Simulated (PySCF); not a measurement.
# FH3Si, SMILES `F[SiH3]`: electronic structure

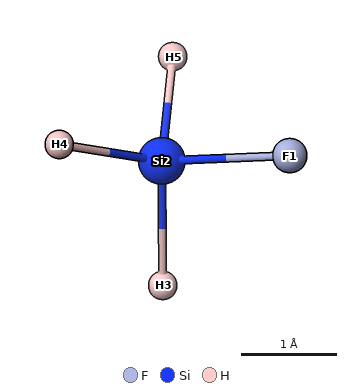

The molecule, with its atoms numbered as below. No frequency check shows the geometry to be a minimum.

Coordinates in Å:

```
F1       1.0938    0.0000    0.0000
Si2     -0.5122    0.0000    0.0000
H3      -0.8910   -1.3410   -0.4156
H4      -0.8913    0.3104    1.3689
H5      -0.8913    1.0302   -0.9535
```

### 1. Bonding charge

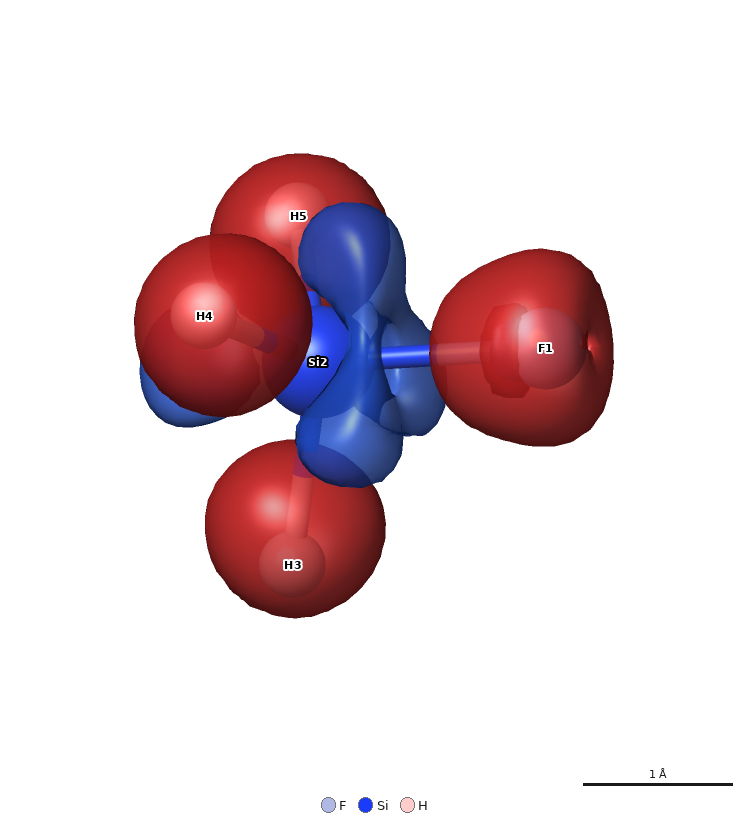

Deformation density (molecule less spherical, spin-averaged free atoms at the same positions), surfaces at ±0.1 e/Å³; red: gain, blue: loss.

PySCF calculation, B3LYP/def2-SVPD, gas phase; geometry: GFN2-xTB.

> Describe the bonding that the map shows.

Si2–H4, Si2–H5 and Si2–H3: +0.20 e/Å³ at the bond critical point (bond length 1.45 Å). F1–Si2: −0.03 e/Å³ at the bond critical point (bond length 1.61 Å); up to 0.6 Å beside the axis the gain reaches +0.24 e/Å³. In all, 1.2 electrons gather in the regions of gain relative to the promolecule. A small or negative value marks a very polar bond, one between electron-rich atoms, whose free-atom densities already overlap strongly, a long bond to a heavier atom, or a closed-shell contact such as a hydrogen bond.

### 2. Local ionisation energy

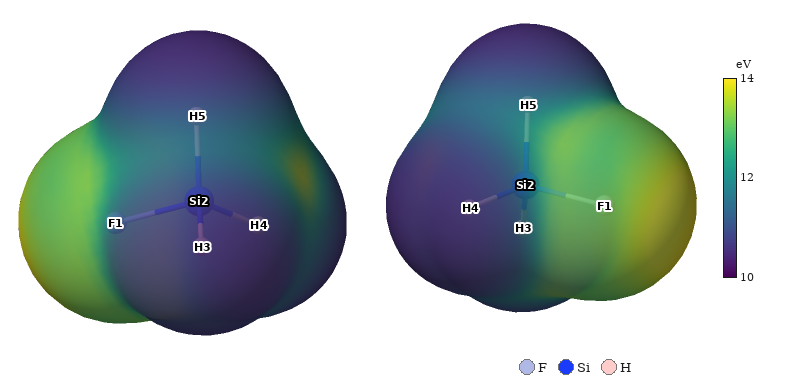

Average local ionisation energy on the surface of electron density 0.001 a.u. (back view left, front view right).

> Where are the most loosely bound electrons on this surface?

The lowest value is 10.5 eV, 1.5 Å from H3, and at like points elsewhere. For comparison, the highest occupied orbital lies at −9.7 eV.

### 3. In an electric field

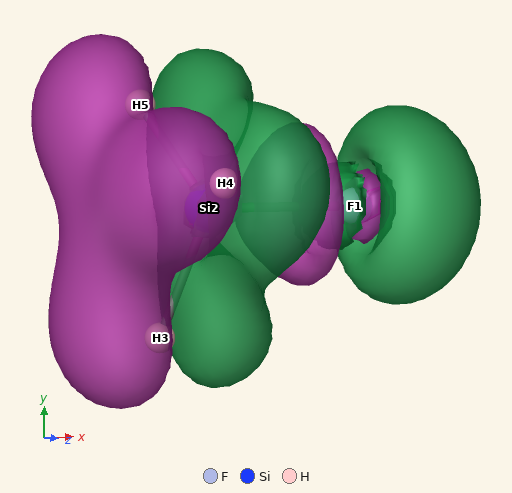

Change of the electron density in a uniform field of 0.21 V/Å, surfaces at ±0.001 e/Å³ (green: gain, purple: loss).

Level of theory: B3LYP/def2-SVPD (PySCF), at a geometry from GFN2-xTB.

The field was applied in both directions; the picture shows the one opposite to the script's first.

> Along which Cartesian direction does the field point?

Along −x: electrons gather on the +x side, against the field.

> What dipole is induced, and what polarisability does it imply?

The induced dipole is 0.27 D (along the field); α along this axis, from the fields in both directions, is 26 bohr³ (3.9 Å³).
